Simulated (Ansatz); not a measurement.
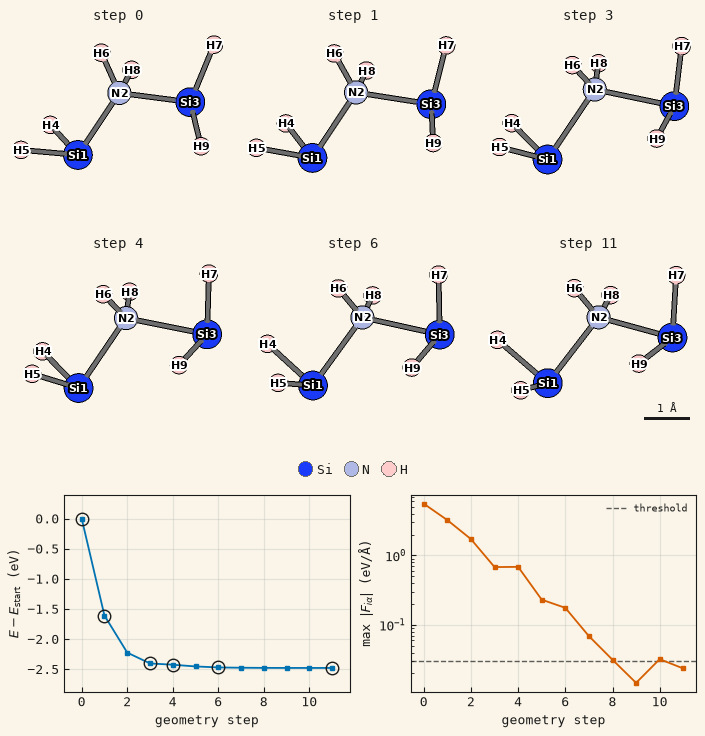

Frames of a relaxation of Si₂NH₆ (charge −1), marked on the history of the run. Style: ball-and-stick. Shown at a tilt.

It is one of the separated reactants of a reaction.

Computed with Ansatz, RKS PBE-D4/def2-SVPD. Set-up: force threshold 0.03 eV/Å; at most 250 steps.

Q: What happens along the run?

A: The atom that moves furthest after the best rigid fit is H9 (0.79 Å). Largest moves by element: H 0.79 Å, N 0.48 Å, Si 0.33 Å. Near-neighbour distances that change, for instance: Si1–Si3 3.043 → 3.382 Å, N2–Si3 1.688 → 1.976 Å, Si1–N2 1.827 → 1.979 Å, Si3–H7 1.509 → 1.569 Å. Among the angles between lasting bonds that change: H6–N2–H8 74.9° → 106.0°, N2–Si3–H9 115.7° → 92.4°, N2–Si3–H7 109.2° → 92.2°. After 11 geometry steps the energy has fallen by 2.478 eV. The largest force component goes from 5.6 to 0.024 eV/Å. From step 0 to 1: Si3 moves most (0.19 Å), energy −1.609 eV. From step 1 to 3: H atoms move most (0.30 Å), energy −0.795 eV. From step 3 to 4: H9 moves most (0.19 Å), energy −0.022 eV. From step 4 to 6: H atoms move most (0.36 Å), energy −0.045 eV. From step 6 to 11: H5 moves most (0.25 Å), energy −0.009 eV.

```
step  E − E(0), eV  largest force component, eV/Å
   0        0.0000                         5.5620
   1       -1.6086                         3.2289
   2       -2.2233                         1.7192
   3       -2.4032                         0.6802
   4       -2.4247                         0.6852
   5       -2.4532                         0.2309
   6       -2.4696                         0.1761
   7       -2.4747                         0.0689
   8       -2.4771                         0.0315
   9       -2.4779                         0.0146
  10       -2.4780                         0.0321
  11       -2.4781                         0.0236
```
